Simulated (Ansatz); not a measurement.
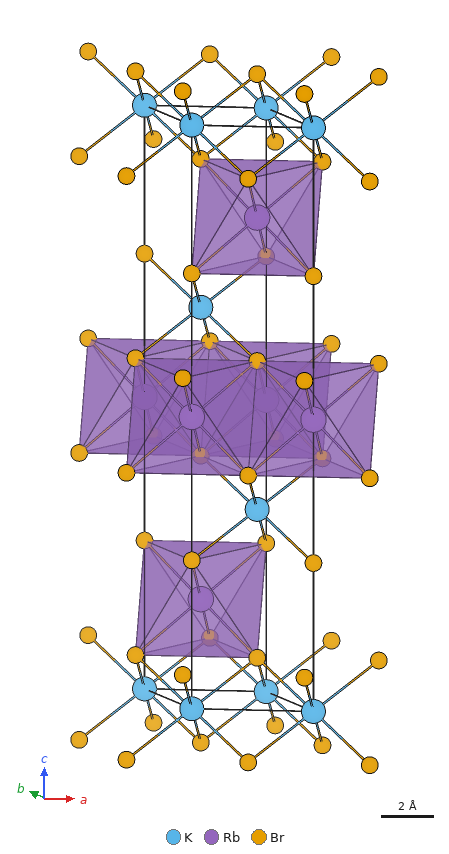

The image is a polyhedral drawing of a crystal, viewed slightly off an axis. The edges of the conventional unit cell are marked. Some atoms of the next cells are drawn as well.

KRbBr$_{2}$, α-NaFeO₂ type, space group R-3m (No. 166), a = 4.778 Å, b = 4.778 Å, c = 23.095 Å, α = 90.00°, β = 90.00°, γ = 120.00°. The model was built from a structure type filled with these elements by a generator (whether the compound takes this form wasn't checked). The cell was then strained or its atoms displaced on purpose. An electronic-structure calculation with Ansatz was run on it.

This one geometry was computed with Ansatz (DFT, plane waves, PAW) at three levels of theory: HSE06, r2SCAN and PBE. It was relaxed with r2SCAN and then strained.

### How does the band gap change with the level of theory?

PBE: a gap of 4.36 eV, direct; r2SCAN: a gap of 4.98 eV, direct; HSE06: a gap of 5.52 eV, direct.

### Collect the results in a table.

| level | cutoff (eV) | k-mesh of the run's cell | gap (eV) | pressure (GPa) |
| --- | --- | --- | --- | --- |
| HSE06 | 420 | 4×4×4 | 5.52 | 0.6 |
| r2SCAN | 500 | 6×6×6 | 4.98 | 0.3 |
| PBE | 420 | 6×6×6 | 4.36 | 0.9 |

Gaps are taken on the k-mesh or band path of each run.
